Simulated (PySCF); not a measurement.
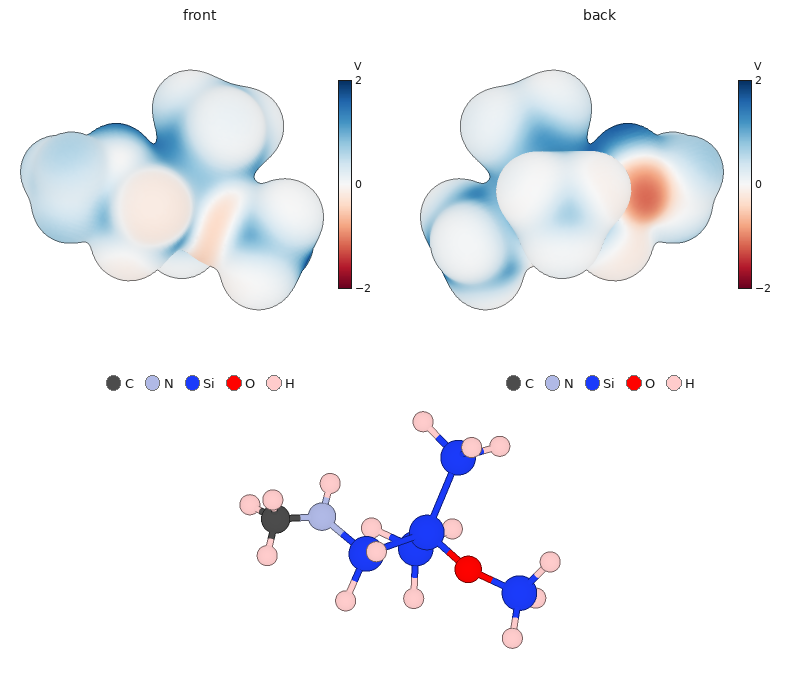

Figure 1: CH$_{15}$NOSi$_{5}$ (SMILES CN[SiH2][Si]([SiH3])([SiH3])O[SiH3]). The molecular electrostatic potential painted on the density surface at 0.002 e/bohr³, seen from the front and from behind; red is negative and blue positive. The bare structure is drawn below in the same view.

Geometry: GFN2-xTB.

All numbers below come from PBE0/pcSseg-1, SCF density, gas phase, non-relativistic in PySCF 2.14.0.

```xyz
23

C     3.8310   -0.6222    0.4575
N     2.4661   -0.1663    0.3923
Si    1.2425   -1.0494   -0.4393
Si   -0.6546    0.2043    0.0156
Si   -0.7201    2.3197   -0.9851
Si   -1.3597    0.2509    2.2460
O    -1.8008   -0.6869   -0.7803
Si   -3.2669   -1.0566   -1.3316
H     4.3296   -0.2098    1.3371
H     3.8288   -1.7065    0.5339
H     4.4095   -0.3449   -0.4310
H     2.4209    0.8415    0.3941
H     1.5555   -1.2850   -1.8716
H     1.3321   -2.3993    0.1499
H    -0.4585    2.3383   -2.4316
H    -1.9842    3.0496   -0.8189
H     0.3165    3.1836   -0.3984
H    -0.2580    0.6760    3.1182
H    -2.4574    1.1952    2.5082
H    -1.8310   -1.0321    2.7836
H    -3.1942   -2.4779   -1.6544
H    -3.5121   -0.2230   -2.5075
H    -4.2398   -0.7721   -0.2764
```

Question: Describe the electrostatic potential map.

Answer: The most negative region (about −1.0 V) lies over N2, the most positive (about +1.6 V) over Si4, Si8 and H12. N2 is the likeliest acceptor of a hydrogen bond.

Question: How polar is the molecule by this calculation?

Answer: Its dipole moment is 0.78 D.
